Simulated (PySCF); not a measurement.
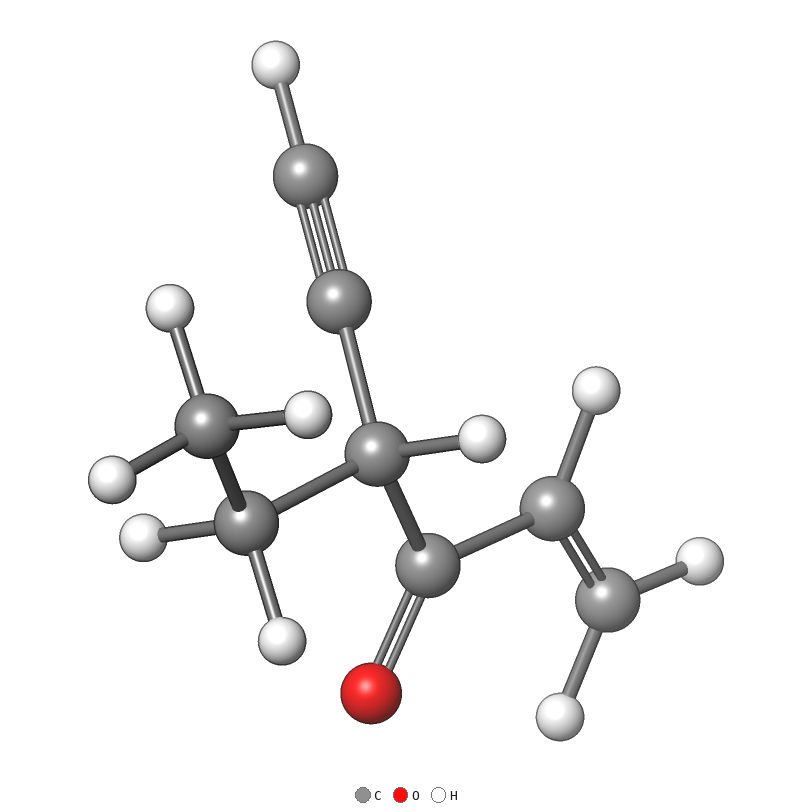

Double and triple bonds are drawn as two and three sticks.

The geometry was computed by an optimisation with PBE0-D3(BJ)/def2-SVP. No frequency run is at hand to confirm it as a minimum.

**Which formula does it have?**

C₈H₁₀O, 19 atoms: 8 carbon, 10 hydrogen and 1 oxygen.

**What is the point group of this geometry?**

C1.

**Count the bonded pairs by element.**

10 C–H, 7 C–C, 1 C–O.

**Name some functional groups or characteristic bonds that it holds.**

Among them: ketone, alkene, alkyne.

The parts below concern this one geometry. Atoms keep their numbers from picture to picture.

**Charges**

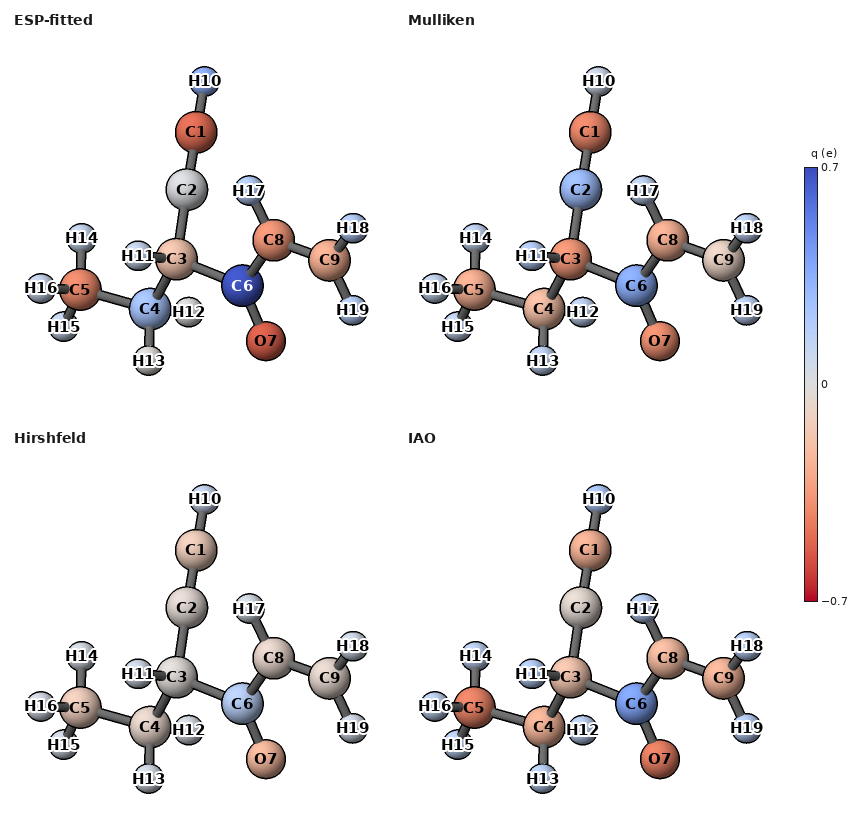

Atomic charges of one calculation by 4 schemes, on one colour scale. No frequency run is at hand to confirm it as a minimum. Level of theory: PBE0/pcSseg-1 in cyclohexane (IEF-PCM) (PySCF 2.14.0).

**On which atom do the schemes disagree most?**

On C4 (from −0.24 to 0.24 e); C6 (from 0.17 to 0.66 e).

List the charges (e), one line for each set of equivalent atoms.

| atom | ESP-fitted | Mulliken | Hirshfeld | IAO |
| --- | --- | --- | --- | --- |
| C1 | −0.48 | −0.40 | −0.12 | −0.25 |
| C2 | 0.02 | 0.27 | −0.04 | −0.04 |
| C3 | −0.16 | −0.35 | −0.02 | −0.17 |
| C4 | 0.24 | −0.20 | −0.07 | −0.24 |
| C5 | −0.39 | −0.26 | −0.12 | −0.41 |
| C6 | 0.66 | 0.35 | 0.17 | 0.38 |
| O7 | −0.52 | −0.38 | −0.22 | −0.42 |
| C8 | −0.35 | −0.26 | −0.06 | −0.21 |
| C9 | −0.26 | −0.08 | −0.05 | −0.23 |
| H10 | 0.33 | 0.07 | 0.10 | 0.21 |
| H11 | 0.10 | 0.18 | 0.06 | 0.18 |
| H12 | 0.00 | 0.13 | 0.04 | 0.14 |
| H13 | −0.01 | 0.14 | 0.04 | 0.15 |
| H14 | 0.11 | 0.13 | 0.03 | 0.14 |
| H15 | 0.10 | 0.13 | 0.04 | 0.14 |
| H16 | 0.10 | 0.11 | 0.04 | 0.13 |
| H17 | 0.18 | 0.13 | 0.05 | 0.16 |
| H18 | 0.18 | 0.14 | 0.06 | 0.17 |
| H19 | 0.17 | 0.15 | 0.05 | 0.17 |

**Levels of theory compared**

No frequency run is at hand to confirm it as a minimum. Program: PySCF 2.14.0.

Tabulate HOMO–LUMO gap (eV), HOMO energy (eV), dipole (D) at these levels: CAM-B3LYP/def2-SVPD; CAM-B3LYP/def2-SVPD in cyclohexane (IEF-PCM); CAM-B3LYP/def2-SVPD in dimethylsulfoxide (IEF-PCM); PBE0/pcSseg-1 in cyclohexane (IEF-PCM); PBE0/pcSseg-1 in dimethylsulfoxide (IEF-PCM).

| level | HOMO–LUMO gap (eV) | HOMO energy (eV) | dipole (D) |
| --- | --- | --- | --- |
| CAM-B3LYP/def2-SVPD | 8.04 | −8.76 | 2.27 |
| CAM-B3LYP/def2-SVPD in cyclohexane (IEF-PCM) | 8.07 | −8.78 | 2.56 |
| CAM-B3LYP/def2-SVPD in dimethylsulfoxide (IEF-PCM) | 8.12 | −8.85 | 3.16 |
| PBE0/pcSseg-1 in cyclohexane (IEF-PCM) | 5.56 | −7.36 | 2.43 |
| PBE0/pcSseg-1 in dimethylsulfoxide (IEF-PCM) | 5.61 | −7.45 | 2.92 |

**Quadrupole coupling**

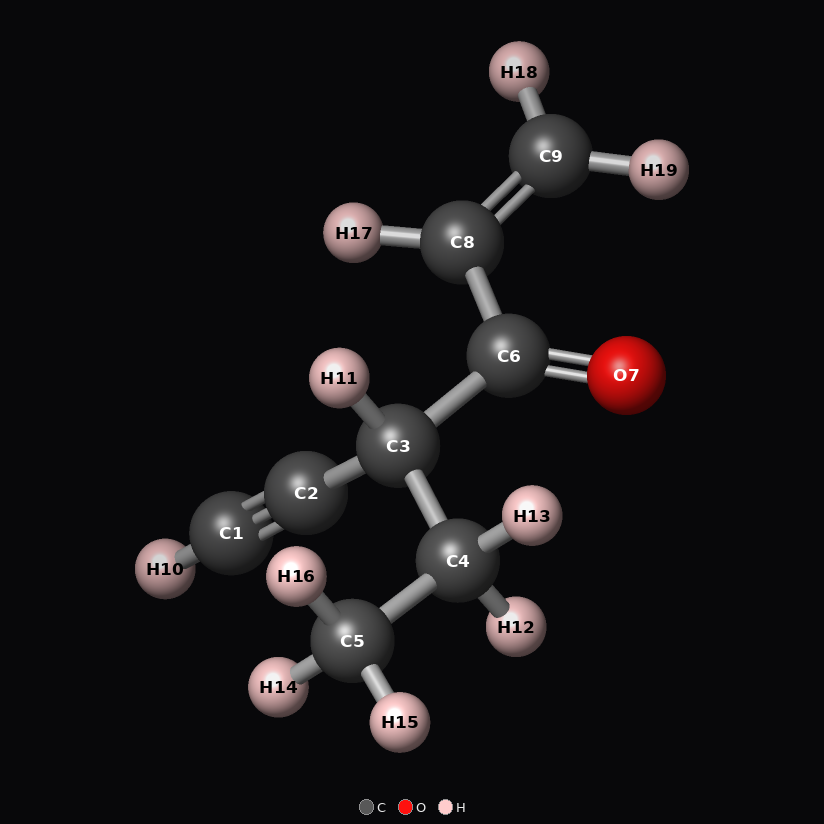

No frequency run is at hand to confirm it as a minimum. Electric field gradients from the ground-state density, PBE0/pcSseg-1 in cyclohexane (IEF-PCM) (PySCF 2.14.0), non-relativistic apart from any core potentials.

Give the largest field-gradient component, the quadrupole coupling constant and the asymmetry for 17O at O7 (Q = −25.6 mb).

```tsv
atom	V_zz (a.u.)	e²qQ/h (MHz)	η
O7	−1.879	11.30	0.43
```

**NMR shielding**

The questions are on isotropic NMR shieldings of the C atoms. No frequency run is at hand to confirm it as a minimum. Method: GIAO PBE0/pcSseg-1 NMR shielding, non-relativistic, IEF-PCM cyclohexane (PySCF 2.14.0).

**Which C atom is the most shielded (lowest chemical shift)?**

C5 (171.5 ppm).

**Which C atom is the least shielded (highest chemical shift)?**

C6 (−13.3 ppm).

**How wide is the range of C shifts?**

184.8 ppm.

Give the isotropic NMR shieldings of the C atoms atom by atom.

```csv
atom,σ (ppm)
C1,103.7
C2,99.0
C3,136.7
C4,160.0
C5,171.5
C6,−13.3
C8,45.1
C9,43.4
```

Mulliken values depend strongly on the basis set and can even reverse the polarity of a bond.
